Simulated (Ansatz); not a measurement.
**C4H6Si (SMILES C1=C[SiH2]C=C1): density, localisation and related maps**

| atom | x (Å) | y (Å) | z (Å) |
| --- | --- | --- | --- |
| C | -1.1392 | 0.6584 | -0.1958 |
| C | -0.8289 | 0.2309 | 1.0378 |
| Si | 0.8154 | -0.6338 | 0.9014 |
| C | 0.9345 | -0.3142 | -0.9298 |
| C | -0.1738 | 0.3600 | -1.2729 |
| H | -2.0506 | 1.2029 | -0.4304 |
| H | -1.4723 | 0.4015 | 1.8909 |
| H | 0.7675 | -2.0780 | 1.2587 |
| H | 1.8996 | 0.0058 | 1.6960 |
| H | 1.6993 | -0.5790 | -1.6480 |
| H | -0.3863 | 0.6884 | -2.2873 |

Geometry: PBE0-D4/def2-TZVP.

Level of theory: RKS PBE0-D4/def2-TZVPP in Ansatz.

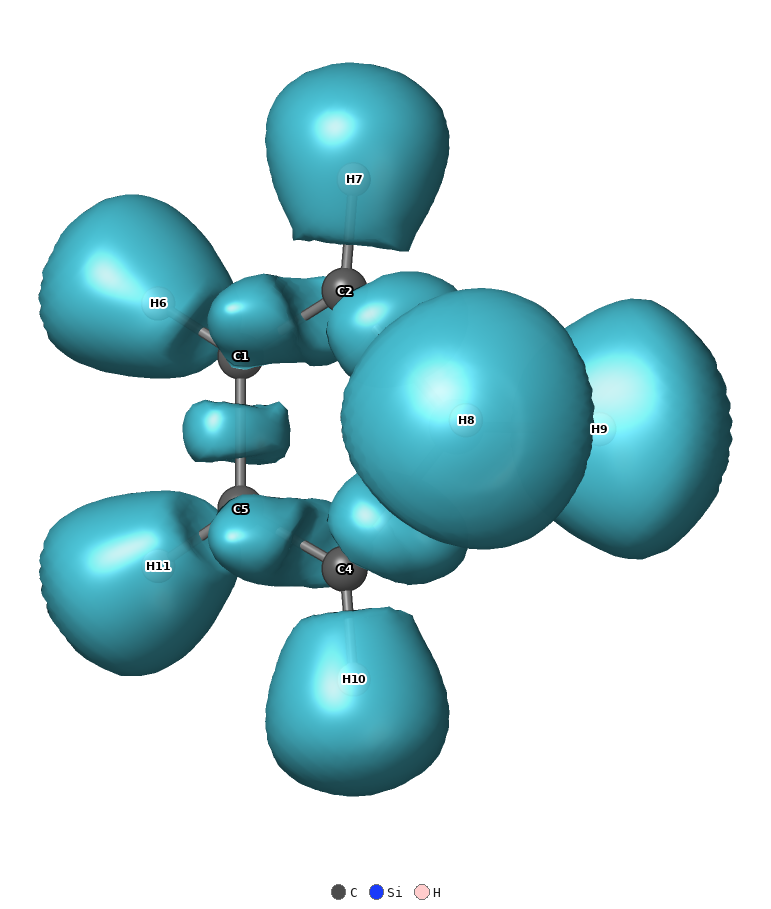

Figure 1. Isosurface of the ELF at 0.75 (cyan), seen at a tilt. Only the valence region is drawn (cores and ρ < 0.01 e/Å³ removed).

Describe the localisation domains.

The surface consists of three regions between bonded C–C atoms (shared pairs), two regions between bonded C–Si atoms (shared pairs) and six regions around hydrogen nuclei. Profiles from the grid: C–C (1.34 Å): the ELF peaks at about 0.95 between the atoms (a short, multiple covalent bond). C–Si (1.86 Å): the ELF peaks at about 0.95 between the atoms; a covalent bond.

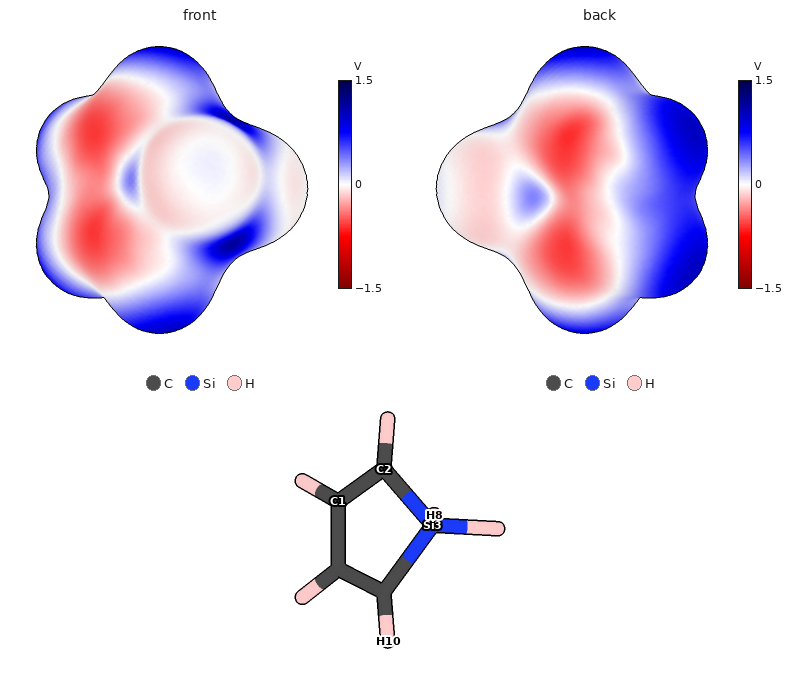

Figure 2. The molecular electrostatic potential painted on the density surface at 0.002 e/bohr³, seen from the front and from behind; red is negative and blue positive. The bare structure is drawn below in the same view.

Which sites attract a positive test charge, and which a negative one?

A positive charge is drawn to the negative regions and a negative charge to the positive ones. The most negative region (about −0.6 V) lies over the π face of C1, C2, C4 and C5, the most positive (about +1.1 V) over Si3.

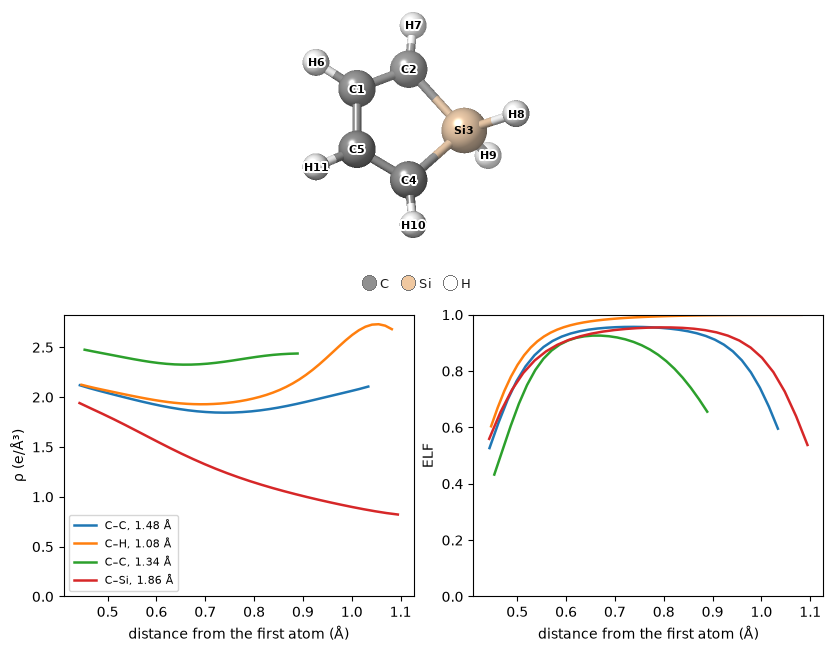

Figure 3. Electron density and ELF along straight lines between neighbouring atoms. The curves leave out the atomic cores. The structure is drawn too.

What can be read from the curves?

C–C (1.48 Å): ρ at the midpoint is about 1.8 e/Å³; the ELF peaks at about 0.95 between the atoms (a covalent bond).
C–H (1.08 Å): the density is about 2 e/Å³ at the midpoint; the ELF climbs to about 1 towards the hydrogen, as it does in any bond to H; an ordinary covalent bond to hydrogen.
C–C (1.34 Å): ρ is about 2.3 e/Å³ halfway; the ELF peaks at about 0.95 between the atoms (a short, multiple covalent bond).
C–Si (1.86 Å): ρ at the midpoint is about 0.97 e/Å³; the ELF peaks at about 0.95 between the atoms: localised, covalent bonding.
